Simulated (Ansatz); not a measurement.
System: CoSi₃, space group Pm-3m (No. 221) (cell built by us, not taken from a database).

Structure:
```xyz
4
Lattice="3.6463 0.0000 0.0000 0.0000 3.6463 0.0000 0.0000 0.0000 3.6463" Properties=species:S:1:pos:R:3 pbc="T T T"
Si    0.0000    1.8232    1.8232
Si    1.8232    0.0000    1.8232
Si    1.8232    1.8232    0.0000
Co    0.0000    0.0000    0.0000
```

Calculation (Ansatz 0.2.0): several magnetic starts of one crystal ranked at fixed atoms, signs over the magnetic atoms (u up, d down); plane-wave DFT of a periodic cell. Level: r2SCAN.

- cell charge: 0 e
- exact exchange fraction: 0
- dispersion correction: none
- potentials: PAW default
- wave cutoff: 500 eV
- k mesh: 12x12x12
- occupation rule: Gaussian
- occupation width: 0.1 eV

Describe the result: the energy above the lowest of each magnetic start. The cases: non-magnetic; parallel large.

Among these starts the lowest is parallel large; non-magnetic is 6.723 meV/atom higher.

```tsv
magnetic start	energy above the lowest (meV/atom)	largest site moment (μB)	final order
non-magnetic	6.723	0.000	non-magnetic
parallel large	0.000	0.936	ferromagnetic
```

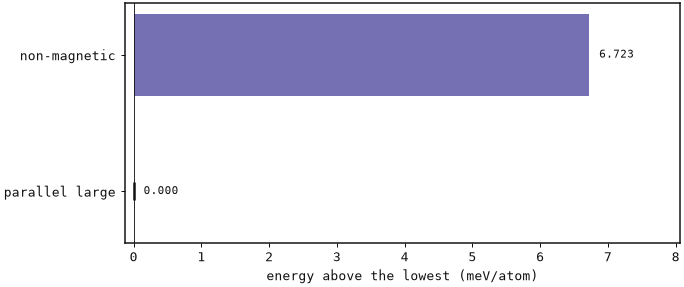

Caveats: not tested for a lower state; the state may not be the lowest.
